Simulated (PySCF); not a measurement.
**C4H5ClOSi: NMR shielding calculation**

C4H5ClOSi, computed with GIAO BP86/pcSseg-1 NMR shielding, non-relativistic, gas phase (PySCF 2.14.0).

The geometry comes from this level: PBE0-D3(BJ)/def2-SVP. Figures and captions count atoms from 1; the log counts them from 0 in places.

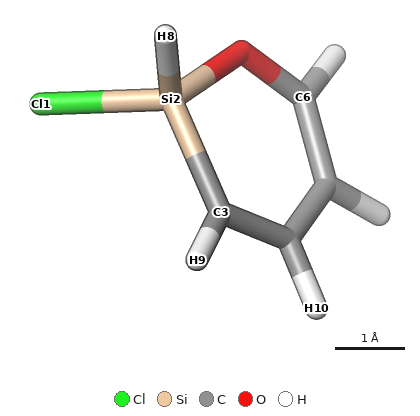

*The input geometry (stick view, seen at a tilt; atoms are numbered from 1 in the order of the input).*

Results in brief

- outcome: converged
- total energy: −980.438865 hartree
- HOMO: −5.86 eV
- LUMO: −2.43 eV
- dipole moment: 2.28 D
- isotropic shielding, Cl: 780.9 ppm
- isotropic shielding, Si: 341.0 ppm
- isotropic shielding, C: 24.1 to 70.1 ppm
- isotropic shielding, O: 141.7 ppm
- isotropic shielding, H: 24.2 to 26.0 ppm
- hardware: 1 CPU thread, shared host
- wall time: 25 s
- peak memory: 0.8 GiB

Input file
```
{"job": {"kind": "nmr", "xc": "BP86", "basis": "pcSseg-1", "pop": false}, "charge": 0, "multiplicity": 1}
Cl     5.079088    -0.141296    -2.323024
Si     3.780589    -0.026007    -0.712699
C      2.692784     1.442872    -0.778212
C      1.382729     1.251990    -1.088653
C      0.755578    -0.030153    -1.318074
C      1.409512    -1.204818    -1.170239
O      2.690741    -1.317643    -0.814369
H      4.618702    -0.248871     0.487320
H      3.054953     2.462856    -0.619722
H      0.726711     2.127278    -1.167822
H     -0.298865    -0.065492    -1.594592
H      0.916372    -2.171527    -1.314040
```

The first line tells a small driver script what to run in PySCF; the rest is the geometry in Å.

Launch command:
```bash
OMP_NUM_THREADS=1 python <driver script> task.json out
```

The program's output
```
coarse grid: 11784 points
cycle   1  E = -980.2426914740  dE =  9.066e-01  |g| = 7.845e-01  |ddm| = 3.431e+00
cycle   2  E = -979.9193910714  dE =  3.233e-01  |g| = 1.485e+00  |ddm| = 1.922e+00
cycle   3  E = -980.3546191205  dE = -4.352e-01  |g| = 2.754e-01  |ddm| = 1.422e+00
cycle   4  E = -980.3682612587  dE = -1.364e-02  |g| = 1.106e-01  |ddm| = 3.117e-01
cycle   5  E = -980.3705793965  dE = -2.318e-03  |g| = 6.283e-02  |ddm| = 1.564e-01
cycle   6  E = -980.3716767586  dE = -1.097e-03  |g| = 1.290e-02  |ddm| = 7.026e-02
cycle   7  E = -980.3717090515  dE = -3.229e-05  |g| = 8.160e-03  |ddm| = 2.057e-02
cycle   8  E = -980.3717270840  dE = -1.803e-05  |g| = 1.689e-03  |ddm| = 7.985e-03
cycle   9  E = -980.3717277757  dE = -6.917e-07  |g| = 2.745e-04  |ddm| = 1.542e-03
final grid: 106576 points
cycle  10  E = -980.4388543314  dE = -2.653e-05  |g| = 8.337e-03  |ddm| = 2.867e-02
cycle  11  E = -980.4388016699  dE =  5.266e-05  |g| = 1.786e-02  |ddm| = 1.753e-02
cycle  12  E = -980.4388618413  dE = -6.017e-05  |g| = 3.694e-03  |ddm| = 1.558e-02
cycle  13  E = -980.4388649604  dE = -3.119e-06  |g| = 1.302e-03  |ddm| = 4.379e-03
cycle  14  E = -980.4388653829  dE = -4.225e-07  |g| = 3.523e-04  |ddm| = 1.297e-03
cycle  15  E = -980.4388654155  dE = -3.259e-08  |g| = 1.071e-04  |ddm| = 4.093e-04
cycle  16  E = -980.4388654184  dE = -2.926e-09  |g| = 2.415e-05  |ddm| = 1.065e-04
cycle  17  E = -980.4388654186  dE = -1.553e-10  |g| = 7.195e-06  |ddm| = 3.181e-05
```

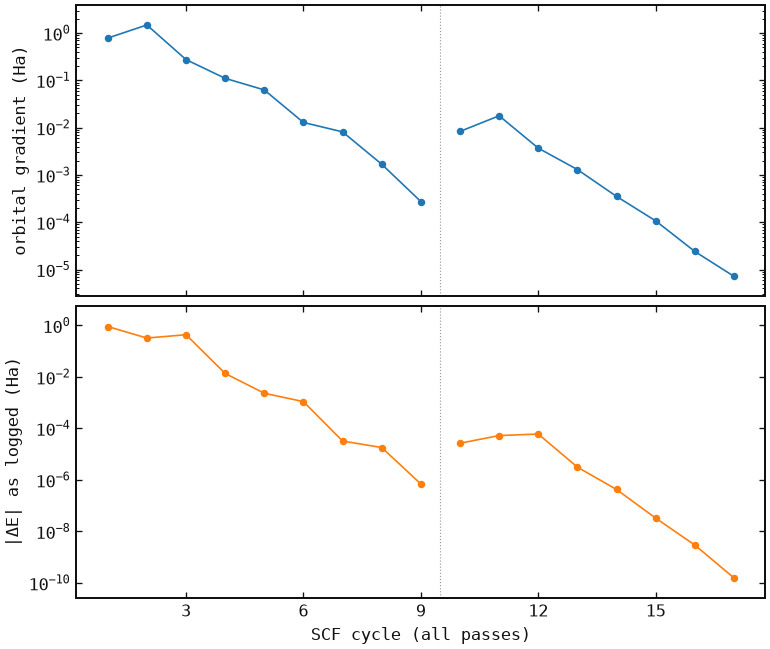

*Convergence of the self-consistent field: orbital gradient and size of the energy change against the SCF cycle. The dotted line marks the change from a coarse to the final integration grid.*

The first 9 cycles use a coarse grid, the final grid takes over at cycle 10, and the field converges after 17 cycles in all.

```
converged SCF energy = -980.4388654186

GIAO shielding tensors (ppm)
atom      isotropic    diamagn.    paramagn.     s11        s22        s33       span
  0 Cl     780.949    1144.492    -363.543    599.396    793.934    949.516    350.120
  1 Si     340.964     877.019    -536.055    300.052    355.290    367.551     67.498
  2 C       64.449     259.979    -195.530    -40.358     70.796    162.909    203.268
  3 C       30.001     254.163    -224.162    -89.446     18.143    161.307    250.753
  4 C       70.067     259.502    -189.434    -36.699     92.401    154.499    191.198
  5 C       24.082     252.928    -228.847    -70.658     41.970    100.934    171.592
  6 O      141.709     393.874    -252.165     39.887     47.089    338.151    298.264
  7 H       24.985      26.369      -1.384     21.586     23.378     29.990      8.404
  8 H       25.554      28.665      -3.110     23.890     25.138     27.635      3.746
  9 H       24.302      32.046      -7.744     22.275     23.402     27.230      4.955
 10 H       25.951      34.436      -8.485     24.581     25.971     27.300      2.719
 11 H       24.246      30.596      -6.349     20.605     25.607     26.527      5.921
```

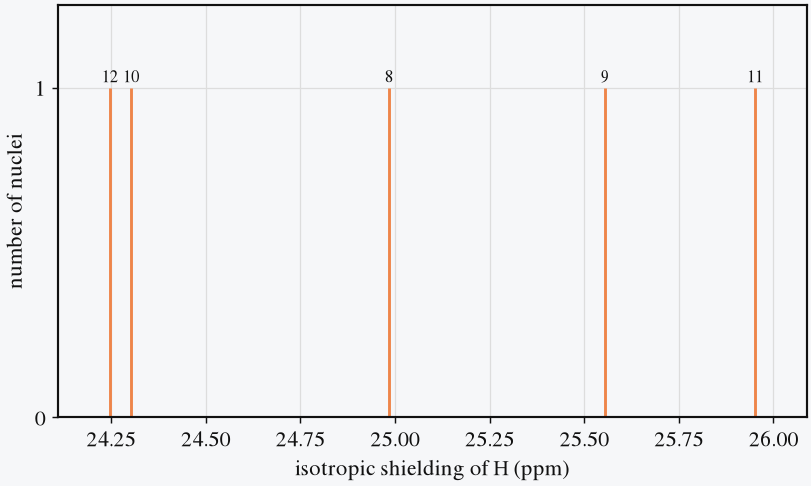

*Isotropic shieldings of the hydrogen nuclei in this fixed geometry, labelled by atom number; shielding grows to the right, so chemical shift grows to the left.*

The least shielded is H12 (24.2 ppm), the most shielded H11 (26.0 ppm).
